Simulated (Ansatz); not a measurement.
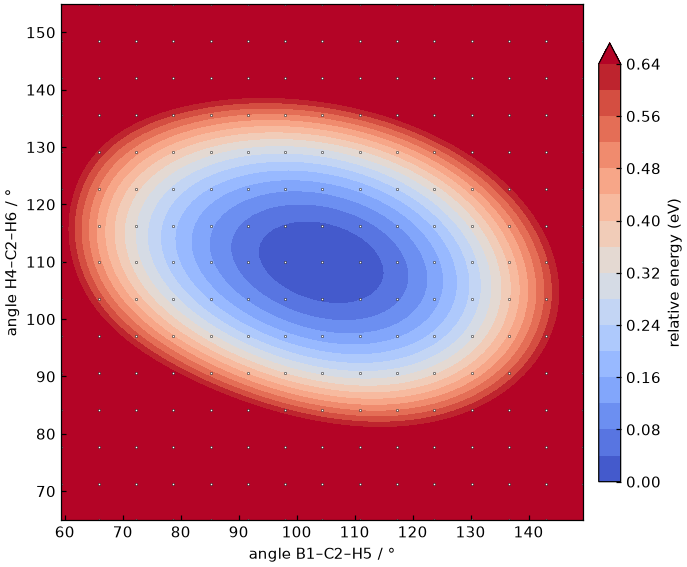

CH4B, SMILES [BH]C, spin multiplicity 2. 
- First axis: angle B1–C2–H5. Second axis: angle H4–C2–H6.
- Nothing is relaxed (all other coordinates rigid).
- Grid: 15 × 15 points.
- All energies are given in eV relative to the lowest grid point.
- Method: Ansatz 0.2.0, UHF-MP2, frozen core/def2-TZVP.

In the figure: filled contours, dots at the grid points, one colour for all values above the top of the scale. Between grid points the surface is interpolated.

Q: Estimate the position of the minimum and the force constants in these coordinates.

A: The interpolated minimum is at angle B1–C2–H5 ≈ 104.4°, angle H4–C2–H6 ≈ 109.9°. The curvatures there are about 2.4 eV/rad² and 5.4 eV/rad², with a cross term of about 0.91 eV/rad². Round the minimum the valley is somewhat tilted: raising angle B1–C2–H5 shifts the best value of angle H4–C2–H6 downwards (coupling k₁₂/√(k₁₁k₂₂) about 0.3).
